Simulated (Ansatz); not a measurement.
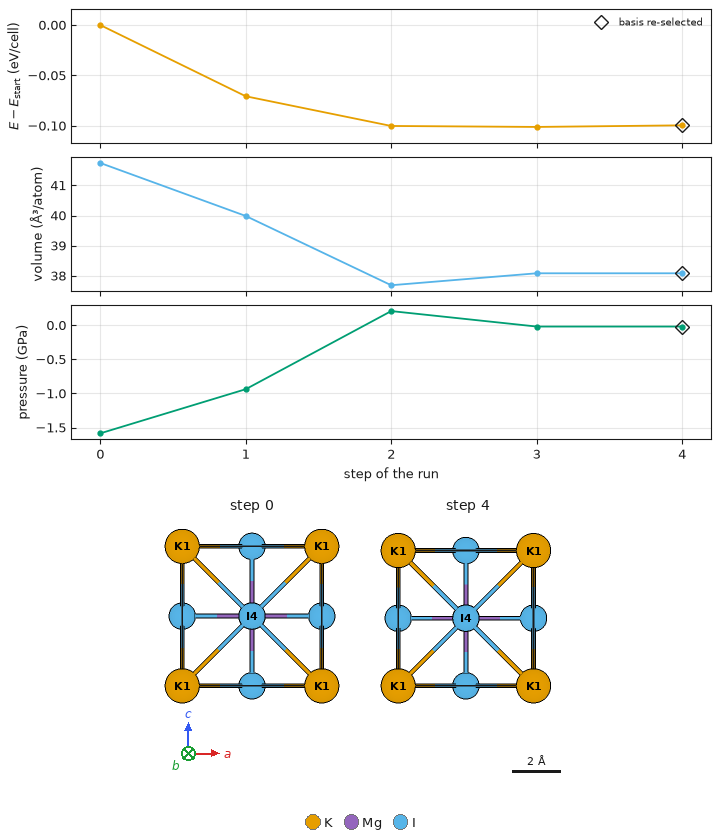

First and last geometry of a relaxation of crystalline KMgI₃ (built on the KZnF3-221 type type), with the history of the run. Style: ball-and-stick. Shown: the cell of the calculation, along the b axis.

These are results of DFT, PBEsol, plane waves, PAW in Ansatz 0.2.0, not measurements. (plane-wave cutoff 420 eV; k-point mesh 4 × 4 × 4; occupations fermi dirac; smearing width 0.03 eV; no spin polarisation; cell and atoms relaxed; force threshold 0.01 eV/Å; at most 120 steps)

**Did the run converge, and what did it change?**

It converged. The energy falls by 99.5 meV per cell of the calculation in 3 accepted moves (4 points after the start). All forces vanish by symmetry, so only the cell relaxes. The pressure goes from −1.58 to −0.02 GPa. The SCF was repeated once at an unchanged geometry on a basis and grid sized afresh for the cell, which shifted the energy by 1.6 meV per cell of the calculation at most. No atom moves by more than 0.005 Å relative to the cell. Cell: a = b = c 5.932 → 5.753 Å (−3.0 %). Volume −8.8 %. Some distances before and after: I–K 4.194 → 4.068 Å, I–Mg 2.966 → 2.877 Å. The space group stays Pm-3m (No. 221). Cost: 14 s on 2 threads of Arm Neoverse V1, on a shared host, peak memory 0.47 GiB.
